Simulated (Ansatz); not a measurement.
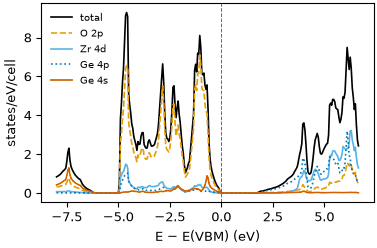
Total and projected density of states of ZrGeO3 in space group P4mm (No. 99; Zr on 1b, Ge on 1a, O on 2c, O on 1b), r²SCAN in the plane-wave PAW code Ansatz

Task: Which orbitals carry the states next to the gap?

Result: Top 1 eV of the valence band: O 2p 80 %, Ge 4s 10 %. Bottom 1 eV of the conduction band: Ge 4p 75 %, O 2p 10 %, O 2s 8 %. Projections are on Löwdin-orthogonalised atomic valence shells; empty p or d shells of many metals are not among them.

Task: Where is the tallest occupied peak in this window, and what makes it?

Result: Near -4.6 eV, about 9.3 states/eV per cell; the largest projected share is O 2p.

The start of the workflow was typed in or built on a structure type; neither database checked (COD, Materials Project) lists it. Whether it is the stable phase at ambient conditions was not checked. The cell was relaxed with r²SCAN under the symmetry of its start; whether a distortion lowers the energy is not shown. The run is not spin-polarised. Scalar-relativistic: spin–orbit coupling is off unless named, which matters more the heavier the elements.

Potentials: the later of the program's two PAW sets.
